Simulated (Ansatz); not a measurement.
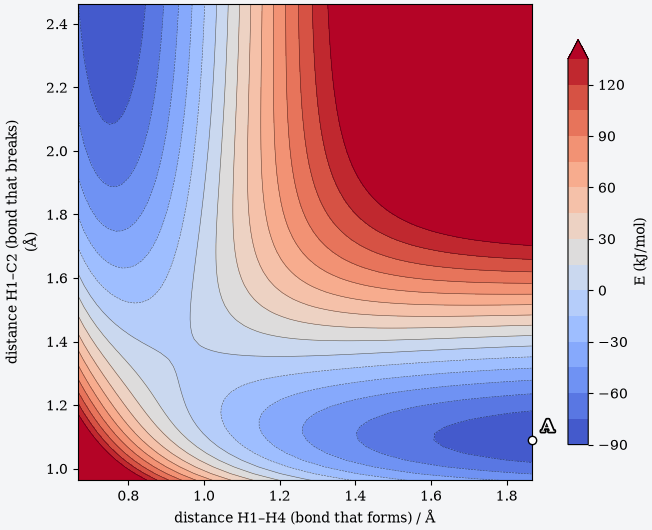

The reacting system CH7Si (fragments CH₆Si + H where the first distance is long, H₂ + CH₅Si where the second is long), spin multiplicity 2. The first coordinate is: distance H1–H4 (bond that forms); the second: distance H1–C2 (bond that breaks). Relaxed at each point: all other coordinates. Grid: 13 × 13 points. Points are written as (first, second). Energies: kJ/mol, counted from a guessed transition structure relaxed with its forming and breaking bonds held. In part of the range the unrestricted reference is strongly spin-contaminated. Level of theory: UHF/def2-SVP (Ansatz).

In the figure: filled contours, one colour for all values above the top of the scale, the point A. Between grid points the surface is interpolated.

Find the lowest path from A to the other arm of the map, and its barrier.

The easiest path runs from the side where the first distance is long, about (1.87 Å, 1.09 Å), to the side where the second distance is long, about (0.75 Å, 2.46 Å). Its highest point, at about (0.94 Å, 1.38 Å), lies about 85 kJ/mol above the start and 88 kJ/mol above the end on the interpolated surface. An end on the edge of the scan is no minimum, so the barrier from there is a lower bound.

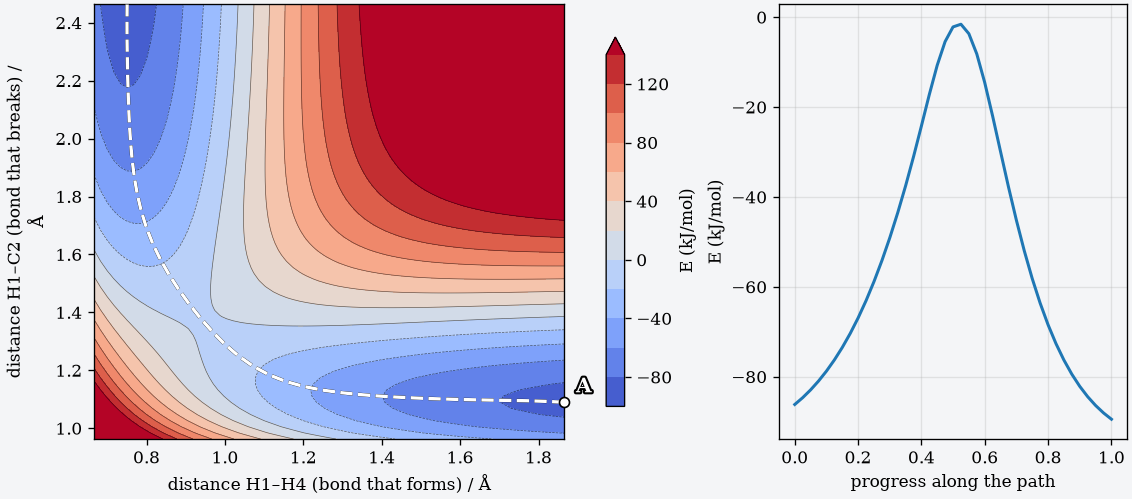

The picture shows filled contours, a line along the lowest path, one colour for all values above the top of the scale, the energy along the path at the right. Between grid points the surface is interpolated.
